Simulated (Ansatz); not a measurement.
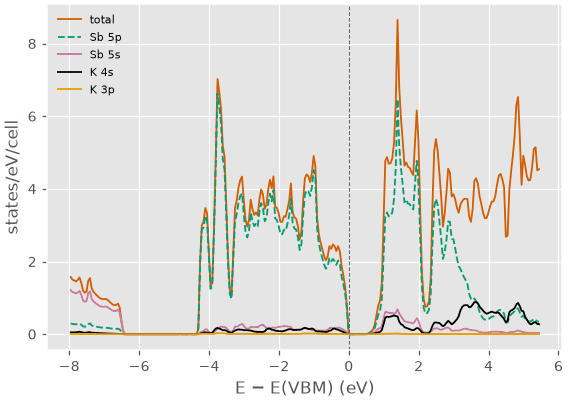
*Total and projected density of states of KSb$_{2}$ in space group C2/m (No. 12; K on 4i, Sb on 4i, Sb on 4i), plane-wave PAW r²SCAN (Ansatz code)*

**Question.** Which orbitals carry the states next to the gap?

**Answer.** Top 1 eV of the valence band: Sb 5p 87 %, Sb 5s 5 %. Bottom 1 eV of the conduction band: Sb 5p 71 %, Sb 5s 11 %, K 4s 8 %, outside the projected shells 9 %. Projections are on Löwdin-orthogonalised atomic valence shells; empty p or d shells of many metals are not among them.

**Question.** Where is the tallest occupied peak in this window, and what makes it?

**Answer.** Near -3.8 eV, about 7.0 states/eV per cell; the largest projected share is Sb 5p.

The workflow started from a Materials Project entry (that database holds measured and hypothetical structures alike); the Crystallography Open Database copy checked does not list it. Whether it is the stable phase at ambient conditions was not checked. The cell was relaxed with r²SCAN under the symmetry of its start; its stability against distortions is not shown here. Scalar-relativistic: spin–orbit coupling is off unless named, which matters more the heavier the elements.

Potentials: the later of the program's two PAW sets.
